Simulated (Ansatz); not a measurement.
## Electronic structure of C$_{4}$H$_{4}$Si in real space

Input

```
crystal:
  periodic: [false, false, false]
  atoms:
    - { symbol: C, position_ang: [2.0706, -0.1174, 1.7374] }
    - { symbol: C, position_ang: [1.2766, -0.3255, 0.8136] }
    - { symbol: Si, position_ang: [0.0877, -0.7096, -0.6215] }
    - { symbol: C, position_ang: [-1.2525, 0.4914, -0.6788] }
    - { symbol: C, position_ang: [-2.2506, 1.2375, -0.7348] }
    - { symbol: H, position_ang: [2.6789, 0.1671, 2.5335] }
    - { symbol: H, position_ang: [0.8976, -0.6485, -1.8844] }
    - { symbol: H, position_ang: [-0.3503, -2.0823, -0.4718] }
    - { symbol: H, position_ang: [-3.0696, 1.9409, -0.7103] }
basis:
  gaussian: { orbitals: def2-SVP }
hamiltonian:
  xc: pbe0
  dispersion: d4
relax:
  f_tol: 0.02
  max_steps: 50
output:
  orbitals: {}
```

Command:

```sh
ansatz run input.yaml --threads 2 --pin off --max-ram 3072MiB --backend cpu --events-out ev --progress --plain --runs-dir out
```

The fields are those of the run's last geometry, not of the input's.

Level of theory: Ansatz, RKS PBE0-D4/def2-SVP.

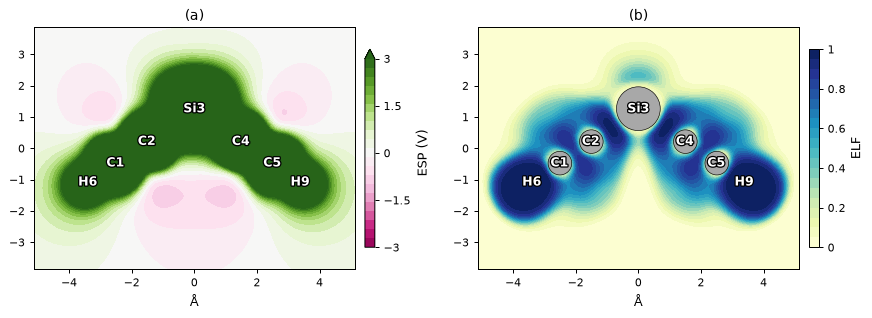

Figure 1. (a) electrostatic potential; (b) ELF on the plane of atoms C2, Si3 and C4. Grey discs cover the atomic cores in the ELF map.

### What do the fields say about this system?

- The plane passes through C, Si and H nuclei.
- C–C (1.22 Å): the ELF peaks at about 0.85 between the atoms; a multiple bond.
- C–Si (1.83 Å): the ELF peaks at about 0.95 between the atoms (a shared electron pair).
- C–H (1.08 Å): the ELF climbs to about 1 towards the hydrogen, as it does in any bond to H (an ordinary covalent bond to hydrogen).
- Outside the dense part of the molecule the potential is most negative (−0.9 V) near C2 and C4.

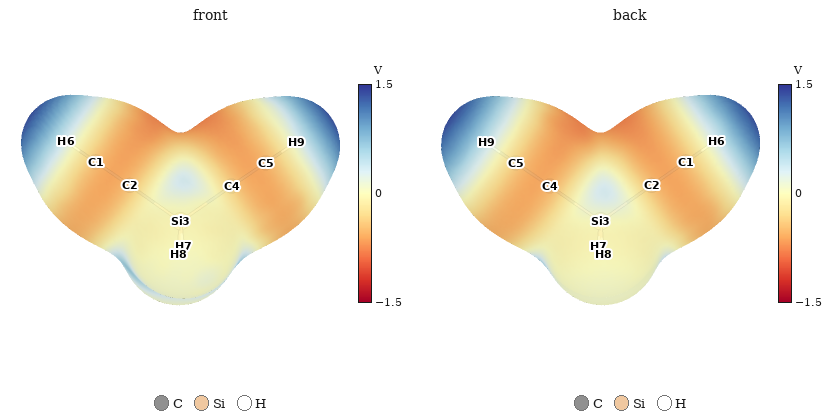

Figure 2. The molecular electrostatic potential painted on the density surface at 0.001 e/bohr³, seen from the front and from behind; red is negative and blue positive.

### Where is the surface potential most negative and most positive?

The most negative region (about −0.8 V, or −18 kcal/mol for a unit charge) lies over C1, C2, C4 and C5, the most positive (about +1.3 V, or +30 kcal/mol for a unit charge) over H6 and H9.

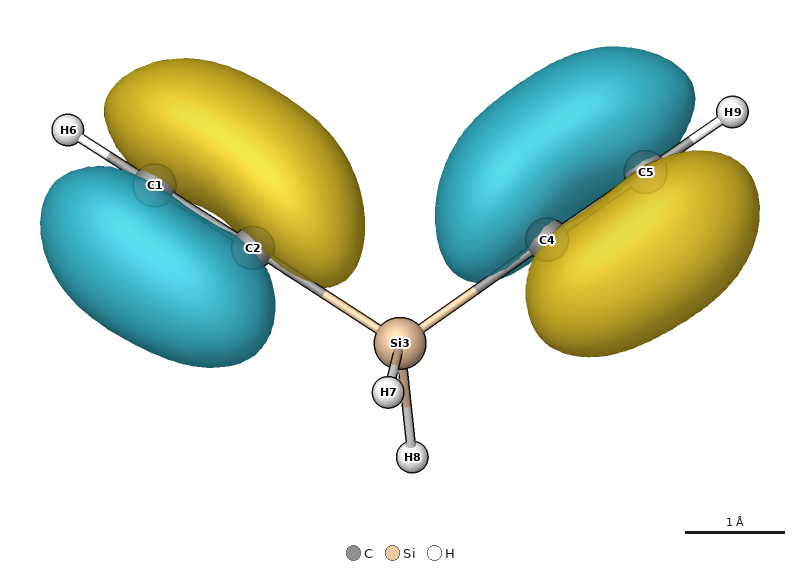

Figure 3. The HOMO−1 at ±0.1 Å⁻³ᐟ² (yellow and cyan are the two phases), seen at a tilt.

### Describe this orbital and give its energy.

Its weight (Hirshfeld) is mainly on C1 (about 25 %), C5 (about 25 %), C4 (about 25 %) and C2 (about 25 %). Its energy is −8.22 eV.
